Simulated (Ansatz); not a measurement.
**GaP− (quartet): B2PLYP, RPA-PBE over vertical spin and charge gaps, aug-cc-pVDZ**

Aim: run GaP− (quartet) with these functionals over vertical spin and charge gaps, and hold them against the top wave-function level at the same points.

The runs use Ansatz 0.2.0, Gaussian basis; aug-cc-pVDZ, all electrons in the functionals, frozen cores in the correlation of double hybrids and RPA.

To be run: B2PLYP, RPA-PBE, at charge -1, quartet; charge -1, doublet; charge -1, sextet; charge 0, triplet; charge 0, quintet.

24 further runs of the same task are left out: 8 for a known fault of the program, 7 that didn't finish, 9 set aside as unsound or not needed.

## 1. What is computed

The geometry is a PBE0/def2-TZVPD stationary point (not a proven minimum). No spin-orbit coupling is included. The filled d shell of Ga may be among the frozen orbitals whatever the setting's name suggests; the logs give the count.

2 atoms, charge -1, spin multiplicity 4.

Atoms are counted from 1 here; the program's logs count them from 0.

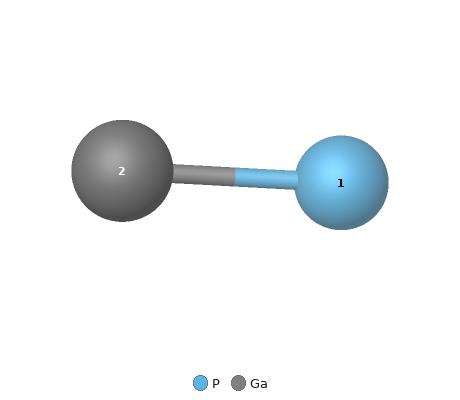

The structure; phosphorus blue, gallium grey; atoms are numbered from 1 in the order of the file.

No dispersion term is added.

The geometry shown and the zero of energy belong to the point charge -1, quartet. The yardstick, UCCSD(T), and other wave-function levels (R restricted, U unrestricted, valence and pair active spaces) come from earlier runs.

## 2. B2PLYP, charge -1, quartet

Contents of in.yaml:

```yaml
crystal:
  periodic: [false, false, false]
  atoms:
    - {symbol: P, position_ang: [0.000000, 0.000000, 0.000000]}
    - {symbol: Ga, position_ang: [0.000000, 0.000000, 2.354100]}
basis:
  gaussian: {orbitals: aug-cc-pVDZ}
total_charge: -1
magnetization: {spin_polarized: true, initial_magnetization: 3}
hamiltonian: {xc: {name: B2PLYP}}
correlation: {electrons: outside_noble_gas}
```

On the command line:

```bash
$ ansatz run in.yaml --threads 1 --pin off --events-out ev --progress --plain --max-ram 2393MiB
```

The log of the run:

```text
Functional definition: B2PLYP
  name "B2PLYP"
  cite "Grimme, J. Chem. Phys. 124, 034108 (2006) doi:10.1063/1.2148954"
  cite "Becke, Phys. Rev. A 38, 3098 (1988) doi:10.1103/PhysRevA.38.3098"
  cite "Lee, Yang & Parr, Phys. Rev. B 37, 785 (1988) doi:10.1103/PhysRevB.37.785"
  parameter a = 0.53
  parameter c = 0.27
  exchange = (1 - a)*b88_x + a*exact_x
  correlation = (1 - c)*lyp_c + c*(mp2_os + mp2_ss)
690 factors; integrals over basis functions are off by at most 6.2e-4 eV
mean field evaluation 1: about -61646.3710 eV, gradient 9.8e0 eV
mean field evaluation 2: about -61646.3690 eV, gradient 9.8e0 eV
mean field evaluation 4: about -61647.7996 eV, gradient 1.5e0 eV
mean field evaluation 8: about -61647.8597 eV, gradient 1.5e-1 eV
mean field evaluation 16: about -61647.8617 eV, gradient 1.2e-3 eV
mean field evaluation 32: about -61647.8568 eV, gradient 3.1e-1 eV
mean field evaluation 64: about -61647.9230 eV, gradient 2.8e0 eV
mean field -61648.09706590 eV, -2265.5257805908 hartree, gradient 2.2e-6 eV, S^2 3.769198; 10 other end points of the search recorded, 0 dependent functions left out
19 core orbitals not correlated: weight in the atoms' cores, before any rotation towards them, 0.997 or more for the frozen orbitals, at most 0.003 for the correlated occupied ones
reference -61648.09717445 eV, -2265.5257845799 hartree; 6, 3 occupied and 38, 41 virtual orbitals, 690 factors
second order -5.03594495 eV of doubles, -0.00000000 eV of singles
Total energy: -61649.45687959 eV, -2265.5757528220 hartree
```

It took 17 s on 1 thread of Arm Neoverse V2, shared host.

From the report: ⟨S²⟩ of the determinant 3.769 (pure quartet: 3.75).

## 3. B2PLYP, charge -1, doublet

in.yaml, as its differences from that of step 2:

```diff
@@ -8,3 +8,3 @@
 total_charge: -1
-magnetization: {spin_polarized: true, initial_magnetization: 3}
+magnetization: {spin_polarized: true, initial_magnetization: 1}
 hamiltonian: {xc: {name: B2PLYP}}
```

Same command.

The log of the run, cut to the lines that bear on the results:

```text
Functional definition: B2PLYP
  name "B2PLYP"
  cite "Grimme, J. Chem. Phys. 124, 034108 (2006) doi:10.1063/1.2148954"
  cite "Becke, Phys. Rev. A 38, 3098 (1988) doi:10.1103/PhysRevA.38.3098"
  cite "Lee, Yang & Parr, Phys. Rev. B 37, 785 (1988) doi:10.1103/PhysRevB.37.785"
[...]
690 factors; integrals over basis functions are off by at most 6.2e-4 eV
[...]
mean field -61649.62071152 eV, -2265.5817735347 hartree, gradient 1.3e-6 eV, S^2 0.764994; 9 other end points of the search recorded, 0 dependent functions left out
19 core orbitals not correlated: weight in the atoms' cores, before any rotation towards them, 0.998 or more for the frozen orbitals, at most 0.002 for the correlated occupied ones
reference -61649.62082102 eV, -2265.5817775585 hartree; 5, 4 occupied and 39, 40 virtual orbitals, 690 factors
second order -5.74441880 eV of doubles, -0.00000000 eV of singles
Total energy: -61651.17181409 eV, -2265.6387755027 hartree
```

Wall time 13 s (1 thread of Arm Neoverse V2, shared host).

From the report: ⟨S²⟩ of the determinant 0.765 (pure doublet: 0.75).

From charge -1, quartet: -39.5 kcal/mol.

## 4. B2PLYP, charge -1, sextet

in.yaml, as its differences from that of step 3:

```diff
@@ -8,3 +8,3 @@
 total_charge: -1
-magnetization: {spin_polarized: true, initial_magnetization: 1}
+magnetization: {spin_polarized: true, initial_magnetization: 5}
 hamiltonian: {xc: {name: B2PLYP}}
```

Launched as before.

The log of the run, cut to the lines that bear on the results:

```text
Functional definition: B2PLYP
  name "B2PLYP"
  cite "Grimme, J. Chem. Phys. 124, 034108 (2006) doi:10.1063/1.2148954"
  cite "Becke, Phys. Rev. A 38, 3098 (1988) doi:10.1103/PhysRevA.38.3098"
  cite "Lee, Yang & Parr, Phys. Rev. B 37, 785 (1988) doi:10.1103/PhysRevB.37.785"
[...]
690 factors; integrals over basis functions are off by at most 6.2e-4 eV
[...]
mean field -61646.31905825 eV, -2265.4604400147 hartree, gradient 3.9e-6 eV, S^2 8.759253; 2 other end points of the search recorded, 0 dependent functions left out
19 core orbitals not correlated: weight in the atoms' cores, before any rotation towards them, 0.994 or more for the frozen orbitals, at most 0.005 for the correlated occupied ones
reference -61646.31916268 eV, -2265.4604438527 hartree; 7, 2 occupied and 37, 42 virtual orbitals, 690 factors
second order -4.13539897 eV of doubles, -0.00000000 eV of singles
Total energy: -61647.43572040 eV, -2265.5014765921 hartree
```

It took 3.6 s on 1 thread of Arm Neoverse V2, shared host.

From the report: ⟨S²⟩ of the determinant 8.759 (pure sextet: 8.75).

From charge -1, quartet: +46.6 kcal/mol.

## 5. B2PLYP, charge 0, triplet

in.yaml, as its differences from that of step 4:

```diff
@@ -7,4 +7,3 @@
   gaussian: {orbitals: aug-cc-pVDZ}
-total_charge: -1
-magnetization: {spin_polarized: true, initial_magnetization: 5}
+magnetization: {spin_polarized: true, initial_magnetization: 2}
 hamiltonian: {xc: {name: B2PLYP}}
```

Launched as before.

The log of the run, cut to the lines that bear on the results:

```text
Functional definition: B2PLYP
  name "B2PLYP"
  cite "Grimme, J. Chem. Phys. 124, 034108 (2006) doi:10.1063/1.2148954"
  cite "Becke, Phys. Rev. A 38, 3098 (1988) doi:10.1103/PhysRevA.38.3098"
  cite "Lee, Yang & Parr, Phys. Rev. B 37, 785 (1988) doi:10.1103/PhysRevB.37.785"
[...]
690 factors; integrals over basis functions are off by at most 6.2e-4 eV
[...]
mean field -61648.17212339 eV, -2265.5285389027 hartree, gradient 7.2e-7 eV, S^2 2.008282; 5 other end points of the search recorded, 0 dependent functions left out
19 core orbitals not correlated: weight in the atoms' cores, before any rotation towards them, 0.996 or more for the frozen orbitals, at most 0.003 for the correlated occupied ones
reference -61648.17224660 eV, -2265.5285434306 hartree; 5, 3 occupied and 39, 41 virtual orbitals, 690 factors
second order -4.23395150 eV of doubles, -0.00000000 eV of singles
Total energy: -61649.31541350 eV, -2265.5705540395 hartree
```

Run time: 14 s. Hardware: 1 thread of Arm Neoverse V2, shared host.

From the report: ⟨S²⟩ of the determinant 2.008 (pure triplet: 2.00).

From charge -1, quartet: +3.3 kcal/mol.

## 6. B2PLYP, charge 0, quintet

in.yaml, as its differences from that of step 5:

```diff
@@ -7,3 +7,3 @@
   gaussian: {orbitals: aug-cc-pVDZ}
-magnetization: {spin_polarized: true, initial_magnetization: 2}
+magnetization: {spin_polarized: true, initial_magnetization: 4}
 hamiltonian: {xc: {name: B2PLYP}}
```

Launched as before.

The log of the run, cut to the lines that bear on the results:

```text
Functional definition: B2PLYP
  name "B2PLYP"
  cite "Grimme, J. Chem. Phys. 124, 034108 (2006) doi:10.1063/1.2148954"
  cite "Becke, Phys. Rev. A 38, 3098 (1988) doi:10.1103/PhysRevA.38.3098"
  cite "Lee, Yang & Parr, Phys. Rev. B 37, 785 (1988) doi:10.1103/PhysRevB.37.785"
[...]
690 factors; integrals over basis functions are off by at most 6.2e-4 eV
[...]
mean field -61646.18281203 eV, -2265.4554330587 hartree, gradient 2.9e-6 eV, S^2 6.012370; 0 other end points of the search recorded, 0 dependent functions left out
19 core orbitals not correlated: weight in the atoms' cores, before any rotation towards them, 0.996 or more for the frozen orbitals, at most 0.004 for the correlated occupied ones
reference -61646.18295964 eV, -2265.4554384831 hartree; 6, 2 occupied and 38, 42 virtual orbitals, 690 factors
second order -3.77497002 eV of doubles, -0.00000000 eV of singles
Total energy: -61647.20220154 eV, -2265.4928949322 hartree
```

It took 3.1 s on 1 thread of Arm Neoverse V2, shared host.

From the report: ⟨S²⟩ of the determinant 6.012 (pure quintet: 6.00).

From charge -1, quartet: +52.0 kcal/mol.

## 7. RPA-PBE, charge -1, quartet

Contents of in.yaml:

```yaml
crystal:
  periodic: [false, false, false]
  atoms:
    - {symbol: P, position_ang: [0.000000, 0.000000, 0.000000]}
    - {symbol: Ga, position_ang: [0.000000, 0.000000, 2.354100]}
basis:
  gaussian: {orbitals: aug-cc-pVDZ}
total_charge: -1
magnetization: {spin_polarized: true, initial_magnetization: 3}
hamiltonian: {xc: {name: PBE}}
correlation: {method: rpa, electrons: outside_noble_gas}
```

Same command.

The log of the run, cut to the lines that bear on the results:

```text
Functional definition: PBE
  name "PBE"
  cite "Perdew, Burke & Ernzerhof, Phys. Rev. Lett. 77, 3865 (1996) doi:10.1103/PhysRevLett.77.3865"
  parent pbe
[...]
690 factors; integrals over basis functions are off by at most 6.2e-4 eV
[...]
mean field -61652.26140118 eV, -2265.6788170897 hartree, gradient 5.0e-6 eV, S^2 3.755722; 12 other end points of the search recorded, 0 dependent functions left out
19 core orbitals not correlated: weight in the atoms' cores, before any rotation towards them, 0.993 or more for the frozen orbitals, at most 0.006 for the correlated occupied ones
reference -61603.61161958 eV, -2263.8909705920 hartree; 6, 3 occupied and 38, 41 virtual orbitals, 690 factors
Total energy: -61611.23126139 eV, -2264.1709872635 hartree
```

Wall time 19 s (1 thread of Arm Neoverse V2, shared host).

From the report: ⟨S²⟩ of the determinant 3.756 (pure quartet: 3.75).

## 8. RPA-PBE, charge -1, doublet

in.yaml, as its differences from that of step 7:

```diff
@@ -8,3 +8,3 @@
 total_charge: -1
-magnetization: {spin_polarized: true, initial_magnetization: 3}
+magnetization: {spin_polarized: true, initial_magnetization: 1}
 hamiltonian: {xc: {name: PBE}}
```

Same command.

The log of the run, cut to the lines that bear on the results:

```text
Functional definition: PBE
  name "PBE"
  cite "Perdew, Burke & Ernzerhof, Phys. Rev. Lett. 77, 3865 (1996) doi:10.1103/PhysRevLett.77.3865"
  parent pbe
[...]
690 factors; integrals over basis functions are off by at most 6.2e-4 eV
[...]
mean field -61653.87893354 eV, -2265.7382603074 hartree, gradient 4.1e-6 eV, S^2 0.756948; 11 other end points of the search recorded, 0 dependent functions left out
19 core orbitals not correlated: weight in the atoms' cores, before any rotation towards them, 0.995 or more for the frozen orbitals, at most 0.004 for the correlated occupied ones
reference -61604.72128745 eV, -2263.9317501339 hartree; 5, 4 occupied and 39, 40 virtual orbitals, 690 factors
Total energy: -61612.88754807 eV, -2264.2318546765 hartree
```

Run time: 20 s. Hardware: 1 thread of Arm Neoverse V2, shared host.

From the report: ⟨S²⟩ of the determinant 0.757 (pure doublet: 0.75).

From charge -1, quartet: -38.2 kcal/mol.

## 9. RPA-PBE, charge -1, sextet

in.yaml, as its differences from that of step 8:

```diff
@@ -8,3 +8,3 @@
 total_charge: -1
-magnetization: {spin_polarized: true, initial_magnetization: 1}
+magnetization: {spin_polarized: true, initial_magnetization: 5}
 hamiltonian: {xc: {name: PBE}}
```

Launched as before.

The log of the run, cut to the lines that bear on the results:

```text
Functional definition: PBE
  name "PBE"
  cite "Perdew, Burke & Ernzerhof, Phys. Rev. Lett. 77, 3865 (1996) doi:10.1103/PhysRevLett.77.3865"
  parent pbe
[...]
690 factors; integrals over basis functions are off by at most 6.2e-4 eV
[...]
mean field -61650.23752112 eV, -2265.6044408692 hartree, gradient 6.5e-7 eV, S^2 8.753267; 12 other end points of the search recorded, 0 dependent functions left out
19 core orbitals not correlated: weight in the atoms' cores, before any rotation towards them, 0.985 or more for the frozen orbitals, at most 0.012 for the correlated occupied ones
reference -61602.63022080 eV, -2263.8549048519 hartree; 7, 2 occupied and 37, 42 virtual orbitals, 690 factors
Total energy: -61609.31858260 eV, -2264.1006976145 hartree
```

Run time: 18 s. Hardware: 1 thread of Arm Neoverse V2, shared host.

From the report: ⟨S²⟩ of the determinant 8.753 (pure sextet: 8.75).

From charge -1, quartet: +44.1 kcal/mol.

## 10. RPA-PBE, charge 0, triplet

in.yaml, as its differences from that of step 9:

```diff
@@ -7,4 +7,3 @@
   gaussian: {orbitals: aug-cc-pVDZ}
-total_charge: -1
-magnetization: {spin_polarized: true, initial_magnetization: 5}
+magnetization: {spin_polarized: true, initial_magnetization: 2}
 hamiltonian: {xc: {name: PBE}}
```

Launched as before.

The log of the run, cut to the lines that bear on the results:

```text
Functional definition: PBE
  name "PBE"
  cite "Perdew, Burke & Ernzerhof, Phys. Rev. Lett. 77, 3865 (1996) doi:10.1103/PhysRevLett.77.3865"
  parent pbe
[...]
690 factors; integrals over basis functions are off by at most 6.2e-4 eV
[...]
mean field -61651.89850669 eV, -2265.6654809631 hartree, gradient 1.4e-7 eV, S^2 2.013742; 15 other end points of the search recorded, 0 dependent functions left out
19 core orbitals not correlated: weight in the atoms' cores, before any rotation towards them, 0.994 or more for the frozen orbitals, at most 0.005 for the correlated occupied ones
reference -61603.85853564 eV, -2263.9000445896 hartree; 5, 3 occupied and 39, 41 virtual orbitals, 690 factors
Total energy: -61610.88440866 eV, -2264.1582406608 hartree
```

It took 28 s on 1 thread of Arm Neoverse V2, shared host.

From the report: ⟨S²⟩ of the determinant 2.014 (pure triplet: 2.00).

From charge -1, quartet: +8.0 kcal/mol.

## 11. RPA-PBE, charge 0, quintet

in.yaml, as its differences from that of step 10:

```diff
@@ -7,3 +7,3 @@
   gaussian: {orbitals: aug-cc-pVDZ}
-magnetization: {spin_polarized: true, initial_magnetization: 2}
+magnetization: {spin_polarized: true, initial_magnetization: 4}
 hamiltonian: {xc: {name: PBE}}
```

The command is unchanged.

The log of the run, cut to the lines that bear on the results:

```text
Functional definition: PBE
  name "PBE"
  cite "Perdew, Burke & Ernzerhof, Phys. Rev. Lett. 77, 3865 (1996) doi:10.1103/PhysRevLett.77.3865"
  parent pbe
[...]
690 factors; integrals over basis functions are off by at most 6.2e-4 eV
[...]
mean field -61649.80232399 eV, -2265.5884476696 hartree, gradient 2.7e-6 eV, S^2 6.003719; 2 other end points of the search recorded, 0 dependent functions left out
19 core orbitals not correlated: weight in the atoms' cores, before any rotation towards them, 0.990 or more for the frozen orbitals, at most 0.010 for the correlated occupied ones
reference -61602.64030172 eV, -2263.8552753190 hartree; 6, 2 occupied and 38, 42 virtual orbitals, 690 factors
Total energy: -61608.86025188 eV, -2264.0838542713 hartree
```

Run time: 3.3 s. Hardware: 1 thread of Arm Neoverse V2, shared host.

From the report: ⟨S²⟩ of the determinant 6.004 (pure quintet: 6.00).

From charge -1, quartet: +54.7 kcal/mol.

## 12. The comparison

No level is safe as a reference over these points; UCCSD(T) serves as a yardstick only. It comes from earlier runs at the same points. Energies in kcal/mol, counted from charge -1, quartet; blanks weren't run or aren't comparable.

| level | quartet to doublet | quartet to sextet | removing an electron (triplet) | removing an electron (quintet) |
| --- | --- | --- | --- | --- |
| UCCSD(T) | -37.2 | 40.1 | 3.2 | 47.8 |
| B2PLYP | -39.5 | 46.6 | 3.3 | 52.0 |
| RPA-PBE | -38.2 | 44.1 | 8.0 | 54.7 |

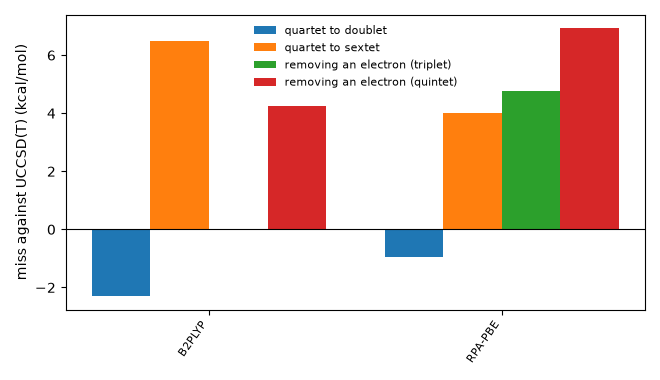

Misses of the gaps against UCCSD(T).

Largest miss and mean time a point (UCCSD(T) took 36 s a point; shared hosts):

| level | largest miss (kcal/mol) | where | time a point |
| --- | --- | --- | --- |
| B2PLYP | +6.5 | quartet to sextet | 10 s |
| RPA-PBE | +6.9 | removing an electron (quintet) | 18 s |

## 13. Results

```
                                quantity                                           value
            quartet to doublet, UCCSD(T)                                  -37.2 kcal/mol
             quartet to sextet, UCCSD(T)                                   40.1 kcal/mol
removing an electron (triplet), UCCSD(T)                                    3.2 kcal/mol
removing an electron (quintet), UCCSD(T)                                   47.8 kcal/mol
                    largest miss, B2PLYP               +6.5 kcal/mol (quartet to sextet)
                   largest miss, RPA-PBE  +6.9 kcal/mol (removing an electron (quintet))
```

**Reading.** Of the functionals, B2PLYP keep the smallest largest miss at the points compared (at most 6.5 kcal/mol) and RPA-PBE strays most (6.9 kcal/mol, at removing an electron (quintet)). Functionals and the yardstick converge differently with the basis, so part of each miss in aug-cc-pVDZ is the basis. The yardstick itself may be off where one determinant is a poor start.
